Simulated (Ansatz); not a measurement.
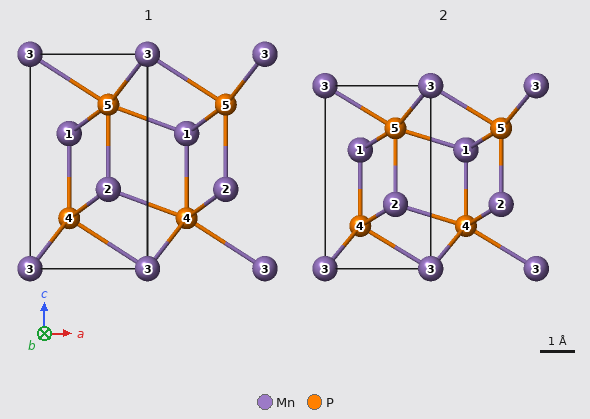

Two geometries of a crystal of Mn₃P₂ (a generated structure, set up in P-3m1) (coarse preliminary run), drawn at one scale. One is the start of a relaxation, the other its converged end. Style: ball-and-stick. Shown: the cell of the calculation, repeated 2 × 1 × 1 with one cell outlined, along the b axis.

Method: DFT PBE, scalar-relativistic, plane waves, PAW (Ansatz 0.2.0). Set-up: plane-wave cutoff 420 eV; k-point mesh 6 × 6 × 4; occupations gaussian; smearing width 0.1 eV; collinear spin; cell and atoms relaxed; force threshold 0.04 eV/Å; at most 70 steps.

Question: Which geometry has the lower energy?

Answer: Structure 2 is the relaxed one. The largest moves relative to the cell, 0.10 Å, are those of Mn1 and Mn2. Mn2 goes along −c. By element the largest moves are Mn 0.10 Å, P 0.01 Å. Cell: a = b 4.085 → 3.675 Å (−10.1 %), c 6.459 → 5.512 Å (−14.7 %). Volume −31.0 %. Some distances before and after: Mn3–P4 2.805 → 2.481 Å, Mn1–P5 2.515 → 2.219 Å, Mn1–P4 2.551 → 2.290 Å, Mn1–Mn2 2.895 → 2.681 Å. Bond angles that change, for instance: P4–Mn1–P5 110.3° → 107.0°, P5–Mn1–P5 108.6° → 111.8°, P4–Mn3–P4 93.5° → 95.6°. The space group stays P-3m1 (No. 164). After 5 accepted moves (6 points after the start) the energy has fallen by 2.000 eV per cell of the calculation. The largest force component goes from 0.6 to 0.0045 eV/Å. Pressure: −11.67 GPa at the start and 0.18 GPa at the end. At 1 point the geometry stayed and the basis and grid were re-selected for the new cell (energy shift of 5.6 meV per cell of the calculation at most each time).
